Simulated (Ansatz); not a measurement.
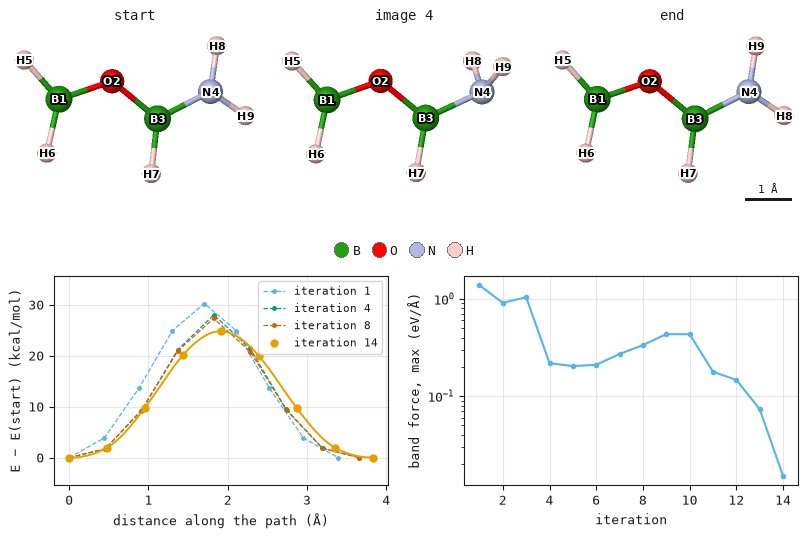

A nudged-elastic-band calculation for B₂NH₅O. Images are numbered from 0 (start) to 8 (end). The plot follows the band through its iterations. A ball-and-stick model, seen at a tilt.

Method: Ansatz, RKS PBE0-D4/def2-SVP.

Input file:
```yaml
crystal:
  periodic: [false, false, false]
  atoms:
    - { symbol: B, position_ang: [-0.474485, 1.535091, -0.962761] }
    - { symbol: O, position_ang: [0.289236, 0.655531, -0.282053] }
    - { symbol: B, position_ang: [-0.119764, -0.563625, 0.242752] }
    - { symbol: "N", position_ang: [0.807148, -1.312238, 0.960478] }
    - { symbol: H, position_ang: [0.053114, 2.551054, -1.358673] }
    - { symbol: H, position_ang: [-1.649775, 1.303878, -1.163298] }
    - { symbol: H, position_ang: [-1.249754, -0.964991, 0.080234] }
    - { symbol: H, position_ang: [1.757885, -0.997667, 1.11072] }
    - { symbol: H, position_ang: [0.586396, -2.207033, 1.372592] }
basis:
  gaussian: { orbitals: def2-SVP }
hamiltonian:
  xc: pbe0
  dispersion: d4
neb:
  order_check: false
  images: 7
  f_tol: 0.05
  max_iterations: 55
  initial_path: idpp
  final_atoms:
    - { symbol: B, position_ang: [-0.47643574, 1.53860075, -0.95594523] }
    - { symbol: O, position_ang: [0.29501282, 0.63764728, -0.31355851] }
    - { symbol: B, position_ang: [-0.11313639, -0.57956041, 0.21739335] }
    - { symbol: "N", position_ang: [0.80461349, -1.30718849, 0.96795481] }
    - { symbol: H, position_ang: [0.05881426, 2.54131642, -1.37462662] }
    - { symbol: H, position_ang: [-1.66653573, 1.34130679, -1.09898022] }
    - { symbol: H, position_ang: [-1.23390038, -0.99694419, 0.03092744] }
    - { symbol: H, position_ang: [0.58508389, -2.19839745, 1.3883303] }
    - { symbol: H, position_ang: [1.74648479, -0.9767807, 1.13849568] }
```

Command:
```bash
ansatz run input.yaml --threads 1 --pin off --max-ram 2048MiB --backend cpu --events-out ev --progress --plain --runs-dir out
```

### How did the profile develop, and is the result final?

The result is final at these settings. The band converged in 14 iterations. The largest component of the band force went from 1.4 to 0.015 eV/Å. The climbing image converged on the top of the path. Its vibrational analysis gives one imaginary mode (599i cm⁻¹), as a transition state must have. The first iteration put the highest image at 30.3 kcal/mol. The barrier is about 24.8 kcal/mol in both directions, with image 4 at the top; the ends have nearly the same energy.
